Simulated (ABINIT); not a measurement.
Band structure of ZnS (F-43m, 2 atoms in the cell).

```yaml
crystal:
  lattice:
    - [0.00000, 2.69018, 2.69018]
    - [2.69018, 0.00000, 2.69018]
    - [2.69018, 2.69018, 0.00000]
  atoms:
    - { symbol: Zn, position: [0.00000, 0.00000, 0.00000] }
    - { symbol: S, position: [0.25000, 0.25000, 0.25000] }
```

Computed with PBE, PAW (JTH v2.0 PBE PAW) (plane waves; ABINIT).

Settings: pseudos = [Zn.GGA_PBE-JTH.xml, S.GGA_PBE-JTH.xml]; ecut = 816 eV; pawecutdg = 1633 eV; pawxcdev = 0; occopt = 3; tsmear = 0.00036749 Ha; ngkpt = 11 11 11; nshiftk = 1; shiftk = 0 0 0; potentials = JTH v2.0 PBE PAW; kptopt = 1; nstep = 100; tolvrs1 = 1e-12.

The starting cell comes from a database of computed structures (which also holds hypothetical and non-ambient phases and stackings), without a prior relaxation at this level. Its lattice was rescaled by a random factor within 2.5 % of one.

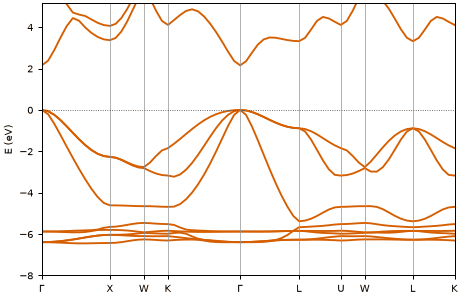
Figure: Bands along the path, energies from the top of the valence band on the SCF mesh.

**Question.** Read off roughly the gap and where its edges lie.

**Answer.** The gap along the path is about 2.2 eV (computed: 2.16 eV), direct at Γ to within 0.01 eV.

Levels in eV from the top of the valence band on the SCF mesh, bands 6 to 13:
| point | 6 | 7 | 8 | 9 | 10 | 11 | 12 | 13 |
|---|---|---|---|---|---|---|---|---|
| Γ | -5.87 | 0.00 | 0.00 | 0.00 | 2.16 | 6.35 | 6.35 | 6.35 |
| X | -5.65 | -4.61 | -2.27 | -2.27 | 3.37 | 4.06 | 11.05 | 12.02 |
| W | -5.46 | -4.65 | -2.81 | -2.76 | 5.68 | 6.08 | 7.87 | 8.18 |
| K | -5.52 | -4.68 | -3.17 | -1.84 | 4.11 | 5.98 | 9.38 | 9.76 |
| L | -5.67 | -5.38 | -0.89 | -0.89 | 3.32 | 6.89 | 6.89 | 8.92 |
| U | -5.52 | -4.68 | -3.17 | -1.84 | 4.11 | 5.98 | 9.38 | 9.76 |
